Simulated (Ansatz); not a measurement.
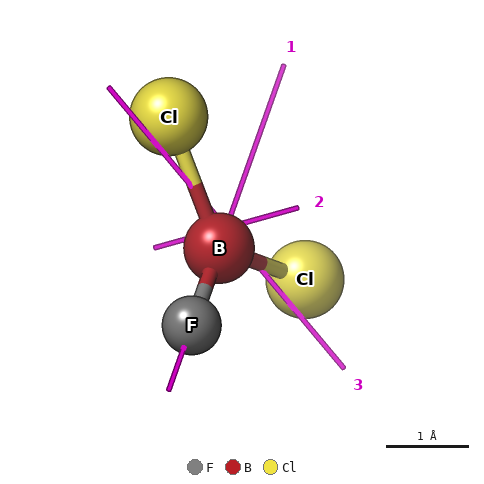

The three principal axes of inertia are drawn and numbered. Depth is shown by fading: the farther an atom, the more it takes the colour of the background. Computed geometry: PBE0-D4/def2-TZVP optimisation. No frequency run is at hand to confirm it as a minimum. Masses are those of the most abundant isotopes; constants are for the rigid equilibrium geometry.

**Which line is the a axis (least moment of inertia), which b and which c?**

a is line 3, b is line 1, c is line 2; the moments are 71.2, 161, 232 u Å².

**What kind of rotor is it, and what are its rotational constants in GHz?**

An asymmetric top (C2v): A = 7.10, B = 3.14, C = 2.18 GHz. Ray's parameter κ is −0.61, nearer the prolate limit.
